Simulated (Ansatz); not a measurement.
# SiAsH₅+ (doublet): one geometry, many settings

Aim: run SiAsH₅+ (doublet) at one geometry under a spread of methods and options, and see what each costs and gives.

Computed with Ansatz 0.2.0, Gaussian basis. Level: the settings change from run to run.

12 further runs of the same task are left out: 5 that didn't finish, 7 set aside as unsound or not needed. Runs told in other sessions of the task aren't counted.

### Step 1. What is computed

The geometry is a PBE0/def2-TZVP stationary point (not a proven minimum) of the parent state, kept for this charge and spin. No spin-orbit coupling is included. The filled d shell of As may be among the frozen orbitals whatever the setting's name suggests.

7 atoms, charge 1, spin multiplicity 2.

Atoms are counted from 1 here; the program's logs count them from 0.

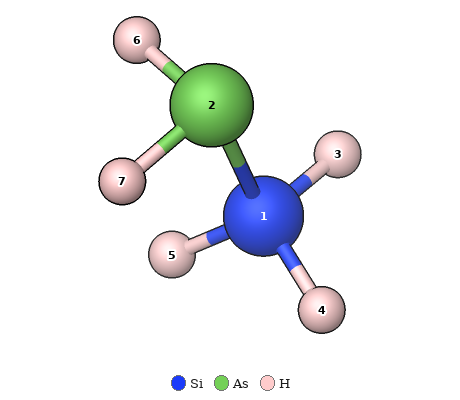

The geometry (silicon blue, arsenic green, hydrogen pink); atoms are numbered from 1 in the order of the file.

### Step 2. MP2 on ROHF/6-31G

in.yaml reads:

```yaml
crystal:
  periodic: [false, false, false]
  atoms:
    - {symbol: Si, position_ang: [-0.028631, 0.000000, 1.671930]}
    - {symbol: As, position_ang: [0.038419, 0.000000, -0.693626]}
    - {symbol: H, position_ang: [0.688331, -1.208580, 2.156098]}
    - {symbol: H, position_ang: [0.688329, 1.208581, 2.156098]}
    - {symbol: H, position_ang: [-1.407476, -0.000001, 2.225245]}
    - {symbol: H, position_ang: [-1.013572, -1.097536, -0.783178]}
    - {symbol: H, position_ang: [-1.013574, 1.097534, -0.783178]}
basis:
  gaussian: {orbitals: 6-31G}
total_charge: 1
magnetization: {spin_polarized: false, initial_magnetization: 1}
correlation: {method: mp2, electrons: all}
```

Launch:

```console
ansatz run in.yaml --threads 1 --pin off --events-out ev --progress --plain --max-ram 2393MiB
```

Log:

```text
Functional definition: HF
  name "HF"
  cite "Fock, Z. Phys. 61, 126 (1930) doi:10.1007/BF01340294"
  parent pbe
  exchange = exact_x
  correlation = 0
550 factors; integrals over basis functions are off by at most 3.3e-4 eV
mean field evaluation 1: about -68715.3903 eV, gradient 1.0e1 eV
mean field evaluation 2: about -68715.4444 eV, gradient 1.1e1 eV
mean field evaluation 4: about -68716.2598 eV, gradient 1.2e0 eV
mean field evaluation 8: about -68716.2667 eV, gradient 8.8e-2 eV
mean field -68716.26675174 eV, -2525.2762255680 hartree, gradient 1.8e-6 eV, S^2 0.750000; 0 other end points of the search recorded, 0 dependent functions left out
mean field evaluation 16: about -68715.4532 eV, gradient 8.2e0 eV
reference -68716.26675174 eV, -2525.2762255680 hartree; 26, 25 occupied and 26, 27 virtual orbitals, 550 factors
second order -8.47495063 eV of doubles, -0.02245552 eV of singles
Total energy: -68724.76415789 eV, -2525.5884994841 hartree
```

It took 1.2 s on 1 thread of Arm Neoverse V1, shared host.

### Step 3. BCCD on ROHF/STO-3G

Changes to in.yaml since step 2:

```diff
@@ -11,5 +11,6 @@
 basis:
-  gaussian: {orbitals: 6-31G}
+  gaussian: {orbitals: STO-3G}
 total_charge: 1
 magnetization: {spin_polarized: false, initial_magnetization: 1}
-correlation: {method: mp2, electrons: all}
+correlation: {method: bccd, electrons: all, diis_vectors: 4}
+output: {forces: true}
```

Same command.

Log, shortened:

```text
Functional definition: HF
  name "HF"
  cite "Fock, Z. Phys. 61, 126 (1930) doi:10.1007/BF01340294"
  parent pbe
[...]
340 factors; integrals over basis functions are off by at most 3.4e-5 eV
[...]
mean field -67962.19265178 eV, -2497.5645135244 hartree, gradient 4.4e-6 eV, S^2 0.750000; 0 other end points of the search recorded, 0 dependent functions left out
reference -67962.19265178 eV, -2497.5645135244 hartree; 26, 25 occupied and 6, 7 virtual orbitals, 340 factors
second order -2.10266721 eV of doubles, -0.00947860 eV of singles
cycle   1  -2.74648791 eV  change   -6.3e-1 eV  update   7.0e-2
[...]
cycle  16  -3.11674732 eV  change   -2.7e-7 eV  update   7.8e-7
[...]
Total energy: -67965.30939911 eV, -2497.6790518758 hartree
Atom 0 at    -0.028631     0.000000     1.671930 Å, force     1.787575     0.000002     2.794309 eV/Å
Atom 1 at     0.038419     0.000000    -0.693626 Å, force    -2.805514    -0.000002     1.348973 eV/Å
Atom 2 at     0.688331    -1.208580     2.156098 Å, force    -0.412661     0.596097    -0.587499 eV/Å
Atom 3 at     0.688329     1.208581     2.156098 Å, force    -0.412660    -0.596098    -0.587499 eV/Å
Atom 4 at    -1.407476    -0.000001     2.225245 Å, force     0.299426     0.000000    -1.119043 eV/Å
Atom 5 at    -1.013572    -1.097536    -0.783178 Å, force     0.771917     0.014317    -0.924620 eV/Å
Atom 6 at    -1.013574     1.097534    -0.783178 Å, force     0.771917    -0.014316    -0.924620 eV/Å
Dipole moment:    -0.101137    -0.000000    -0.176243 e Å
```

It took 12 s on 1 thread of Arm Neoverse V1, shared host.

From the report: correlation -3.1167 eV; largest double amplitude 0.08.

### Step 4. CCSD/cc-pVDZ

Changes to in.yaml since step 3:

```diff
@@ -11,6 +11,7 @@
 basis:
-  gaussian: {orbitals: STO-3G}
+  gaussian: {orbitals: cc-pVDZ}
 total_charge: 1
 magnetization: {spin_polarized: false, initial_magnetization: 1}
-correlation: {method: bccd, electrons: all, diis_vectors: 4}
-output: {forces: true}
+hamiltonian: {xc: {name: B3LYP}}
+correlation: {method: ccsd, electrons: outside_noble_gas, diis_vectors: 2}
+accuracy: high
```

The command is unchanged.

Log, shortened:

```text
Functional definition: B3LYP
  name "B3LYP"
  cite "Stephens, Devlin, Chabalowski & Frisch, J. Phys. Chem. 98, 11623 (1994) doi:10.1021/j100096a001"
  cite "Becke, Phys. Rev. A 38, 3098 (1988) doi:10.1103/PhysRevA.38.3098"
  cite "Lee, Yang & Parr, Phys. Rev. B 37, 785 (1988) doi:10.1103/PhysRevB.37.785"
  cite "Vosko, Wilk & Nusair, Can. J. Phys. 58, 1200 (1980) doi:10.1139/p80-159"
[...]
1604 factors; integrals over basis functions are off by at most 4.5e-9 eV
[...]
mean field -68791.47427073 eV, -2528.0400509134 hartree, gradient 2.9e-8 eV, S^2 0.750000; 3 other end points of the search recorded, 0 dependent functions left out
19 core orbitals not correlated: weight in the atoms' cores, before any rotation towards them, 1.000 or more for the frozen orbitals, at most 0.000 for the correlated occupied ones
reference -68726.57272015 eV, -2525.6549629214 hartree; 7, 6 occupied and 44, 45 virtual orbitals, 1604 factors
second order -5.69058672 eV of doubles, -0.33805484 eV of singles
cycle   1  -6.80311077 eV  change   -7.8e-1 eV  update   6.7e-2
[...]
cycle  42  -7.11044265 eV  change   6.8e-10 eV  update   1.3e-9
Total energy: -68733.68316280 eV, -2525.9162668692 hartree
```

Wall time 25 s (1 thread of Arm Neoverse V1, shared host); peak memory 0.32 GiB.

From the report: correlation -7.1104 eV; T1 0.023; largest double amplitude 0.05. The orbitals are Kohn-Sham ones, so correlation energy and T1 don't compare with those on Hartree-Fock orbitals.

### Step 5. CASCI(5,8)/STO-3G

Changes to in.yaml since step 4:

```diff
@@ -11,7 +11,5 @@
 basis:
-  gaussian: {orbitals: cc-pVDZ}
+  gaussian: {orbitals: STO-3G}
 total_charge: 1
 magnetization: {spin_polarized: false, initial_magnetization: 1}
-hamiltonian: {xc: {name: B3LYP}}
-correlation: {method: ccsd, electrons: outside_noble_gas, diis_vectors: 2}
-accuracy: high
+correlation: {active_space: {window: {electrons: 5, orbitals: 8}, fixed_orbitals: true}}
```

Launched as before.

Log:

```text
Functional definition: HF
  name "HF"
  cite "Fock, Z. Phys. 61, 126 (1930) doi:10.1007/BF01340294"
  parent pbe
  exchange = exact_x
  correlation = 0
340 factors; integrals over basis functions are off by at most 3.4e-5 eV
mean field evaluation 1: about -67961.7196 eV, gradient 7.3e0 eV
mean field evaluation 2: about -67961.7282 eV, gradient 7.3e0 eV
mean field evaluation 4: about -67962.1894 eV, gradient 3.8e-1 eV
mean field evaluation 8: about -67962.1927 eV, gradient 2.8e-6 eV
mean field -67962.19265178 eV, -2497.5645135244 hartree, gradient 4.4e-6 eV, S^2 0.750000; 0 other end points of the search recorded, 0 dependent functions left out
reference -67962.19265178 eV, -2497.5645135244 hartree; 26, 25 occupied and 6, 7 virtual orbitals, 340 factors
state -67962.58841891 eV, -2497.5790576979 hartree
Total energy: -67962.58841891 eV, -2497.5790576979 hartree
```

It took 0.39 s on 1 thread of Arm Neoverse V1, shared host.

From the report: 790 determinants; active occupations 1.99, 1.99, 1.00, 0.01, 0.01, 0.00, 0.00, 0.00.

### Step 6. CISD/cc-pVDZ

Changes to in.yaml since step 5:

```diff
@@ -11,5 +11,6 @@
 basis:
-  gaussian: {orbitals: STO-3G}
+  gaussian: {orbitals: cc-pVDZ, fitting: {mean_field: def2-universal-jkfit}}
 total_charge: 1
 magnetization: {spin_polarized: false, initial_magnetization: 1}
-correlation: {active_space: {window: {electrons: 5, orbitals: 8}, fixed_orbitals: true}}
+hamiltonian: {pseudopotentials: {relativity: none}}
+correlation: {active_space: {ras: {orbitals: [6, 1, 44], electrons: 13, max_holes: 2, max_particles: 2}, fixed_orbitals: true}}
```

The command is unchanged.

Log:

```text
Functional definition: HF
  name "HF"
  cite "Fock, Z. Phys. 61, 126 (1930) doi:10.1007/BF01340294"
  parent pbe
  exchange = exact_x
  correlation = 0
484 factors; integrals over basis functions are off by at most 3.6e-1 eV
mean field evaluation 1: about -68725.9801 eV, gradient 1.3e1 eV
mean field evaluation 2: about -68727.0421 eV, gradient 4.4e0 eV
mean field evaluation 4: about -68727.1777 eV, gradient 3.3e-1 eV
mean field evaluation 8: about -68727.1792 eV, gradient 1.7e-6 eV
mean field -68727.17922367 eV, -2525.6772515147 hartree, gradient 1.7e-6 eV, S^2 0.750000; 0 other end points of the search recorded, 0 dependent functions left out
reference -68727.17922367 eV, -2525.6772515147 hartree; 26, 25 occupied and 44, 45 virtual orbitals, 484 factors
state -68733.26689485 eV, -2525.9009693040 hartree
Total energy: -68733.26689485 eV, -2525.9009693040 hartree
```

Wall time 6 s (1 thread of Arm Neoverse V1, shared host).

From the report: 91,133 determinants.

### Step 7. BCCD/STO-3G

Changes to in.yaml since step 6:

```diff
@@ -11,6 +11,6 @@
 basis:
-  gaussian: {orbitals: cc-pVDZ, fitting: {mean_field: def2-universal-jkfit}}
+  gaussian: {orbitals: STO-3G}
 total_charge: 1
-magnetization: {spin_polarized: false, initial_magnetization: 1}
-hamiltonian: {pseudopotentials: {relativity: none}}
-correlation: {active_space: {ras: {orbitals: [6, 1, 44], electrons: 13, max_holes: 2, max_particles: 2}, fixed_orbitals: true}}
+magnetization: {spin_polarized: true, initial_magnetization: 1}
+hamiltonian: {xc: {name: r2SCAN}}
+correlation: {method: bccd, electrons: outside_noble_gas}
```

The command is unchanged.

Log, shortened:

```text
Functional definition: r2SCAN
  name "r2SCAN"
  cite "Furness, Kaplan, Ning, Perdew & Sun, J. Phys. Chem. Lett. 11, 8208 (2020) doi:10.1021/acs.jpclett.0c02405"
  cite "Furness, Kaplan, Ning, Perdew & Sun, J. Phys. Chem. Lett. 11, 9248 (2020) doi:10.1021/acs.jpclett.0c03077"
  parent r2scan
[...]
340 factors; integrals over basis functions are off by at most 3.4e-5 eV
[...]
mean field -68015.00888956 eV, -2499.5054744624 hartree, gradient 3.7e-6 eV, S^2 0.752645; 4 other end points of the search recorded, 0 dependent functions left out
19 core orbitals not correlated: weight in the atoms' cores, before any rotation towards them, 0.991 or more for the frozen orbitals, at most 0.002 for the correlated occupied ones
reference -67961.79238391 eV, -2497.5498039511 hartree; 7, 6 occupied and 6, 7 virtual orbitals, 340 factors
second order -2.04117373 eV of doubles, -0.13069789 eV of singles
cycle   1  -2.80210302 eV  change   -6.3e-1 eV  update   6.9e-2
[...]
cycle  11  -3.16190157 eV  change   -2.6e-7 eV  update   1.4e-5
Total energy: -67964.95428547 eV, -2497.6660016905 hartree
```

It took 11 s on 1 thread of Arm Neoverse V1, shared host.

From the report: ⟨S²⟩ of the determinant 0.753 (pure doublet: 0.75); correlation -3.1619 eV; largest double amplitude 0.08.

### Step 8. All runs side by side

Where basis and cores are those of an earlier UCCSDT(Q)/cc-pVDZ run (-68734.1080 eV), and the records show the same count of frozen orbitals and kind of state, the miss against it is given; a blank cell means that this couldn't be shown.

```
                           level         correlated  functions  energy (eV)  from UCCSDT(Q) (meV)    time
               MP2 on ROHF/6-31G                all         52  -68724.7642                         1.2 s
             BCCD on ROHF/STO-3G                all         32  -67965.3094                          12 s
CCSD/cc-pVDZ (on B3LYP orbitals)  outside noble gas         70  -68733.6832                 424.8    25 s
               CASCI(5,8)/STO-3G                            32  -67962.5884                        0.39 s
                    CISD/cc-pVDZ  outside noble gas         70  -68733.2669                           6 s
BCCD/STO-3G (on r2SCAN orbitals)  outside noble gas         32  -67964.9543                          11 s
```

### Step 9. Results

| quantity | value |
| --- | --- |
| runs | 6 |
| quickest | CASCI(5,8)/STO-3G, 0.39 s |
| slowest | CCSD/cc-pVDZ (on B3LYP orbitals), 25 s |

In words: Total energies in different bases, with other cores or another treatment of relativity can't be set against each other. «valence» and «outside noble gas» are the program's key words; the logs give how many orbitals each freezes, and for Ga to Kr the 3d shell needn't follow the word's plain sense. CCSD/cc-pVDZ (on B3LYP orbitals) took 64 times as long as CASCI(5,8)/STO-3G; the jobs differ in more than the method. Cores frozen from Kohn-Sham orbitals shift the total energy.
